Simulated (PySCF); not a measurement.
System: C₇H₁₃N₂P.

```yaml
atoms:
  - { symbol: C, position_ang: [-0.7737, 1.4988, 0.3514] }
  - { symbol: C, position_ang: [-0.9455, -0.0200, 0.3029] }
  - { symbol: C, position_ang: [-1.3243, -0.4561, -1.1123] }
  - { symbol: C, position_ang: [-2.0419, -0.4421, 1.2837] }
  - { symbol: C, position_ang: [0.3644, -0.7219, 0.7321] }
  - { symbol: N, position_ang: [1.5071, -0.3315, -0.0499] }
  - { symbol: C, position_ang: [2.3547, 0.6635, 0.2623] }
  - { symbol: P, position_ang: [3.5769, 0.8861, -0.9301] }
  - { symbol: C, position_ang: [2.7993, -0.4453, -1.7743] }
  - { symbol: N, position_ang: [1.7510, -0.9557, -1.1846] }
  - { symbol: H, position_ang: [-0.4738, 1.8240, 1.3459] }
  - { symbol: H, position_ang: [-0.0238, 1.8299, -0.3638] }
  - { symbol: H, position_ang: [-1.7125, 1.9881, 0.1036] }
  - { symbol: H, position_ang: [-2.2141, 0.0735, -1.4441] }
  - { symbol: H, position_ang: [-0.5176, -0.2468, -1.8099] }
  - { symbol: H, position_ang: [-1.5262, -1.5243, -1.1422] }
  - { symbol: H, position_ang: [-2.1647, -1.5226, 1.2820] }
  - { symbol: H, position_ang: [-2.9898, 0.0095, 1.0022] }
  - { symbol: H, position_ang: [-1.8000, -0.1245, 2.2956] }
  - { symbol: H, position_ang: [0.5728, -0.4984, 1.7814] }
  - { symbol: H, position_ang: [0.2438, -1.8013, 0.6127] }
  - { symbol: H, position_ang: [2.2175, 1.2088, 1.1783] }
  - { symbol: H, position_ang: [3.1158, -0.8647, -2.7128] }
```

Geometry: GFN2-xTB.

These are results of PySCF 2.14.0, PBE0/pcSseg-1, SCF density, gas phase, non-relativistic, not measurements.

Predict the electron density and electron localisation function between the atoms.

Answer. C–N (1.31 Å): the density is about 2.6 e/Å³ at the midpoint; the ELF peaks at about 0.90 between the atoms, as expected for localised, covalent bonding.
N–N (1.32 Å): ρ at the midpoint is about 2.7 e/Å³; the ELF peaks at about 0.90 between the atoms; a covalent bond.
C–P (1.72 Å): ρ is about 1.3 e/Å³ halfway; the ELF peaks at about 0.95 between the atoms; a covalent bond.
C–H (1.07 Å): ρ at the midpoint is about 2.1 e/Å³; the ELF climbs to about 1 towards the hydrogen, as it does in any bond to H (an ordinary covalent bond to hydrogen).

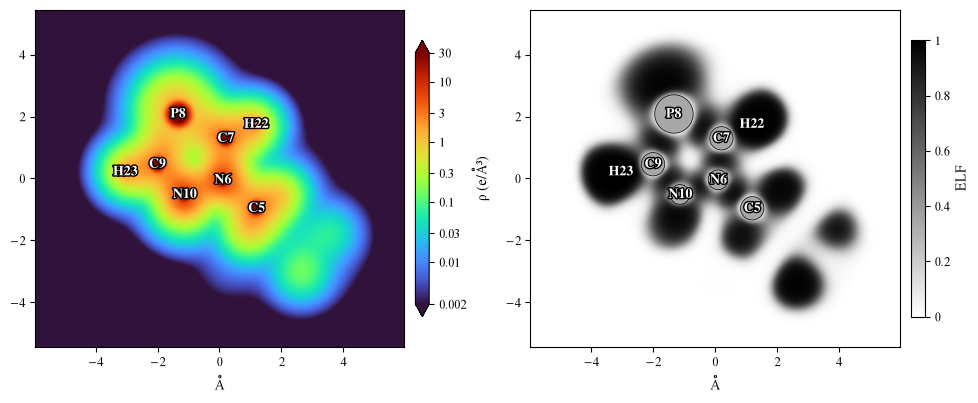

Computed electron density and electron localisation function on the plane of atoms C7, N6 and N10, in this order. Grey discs cover the atomic cores in the ELF map. 
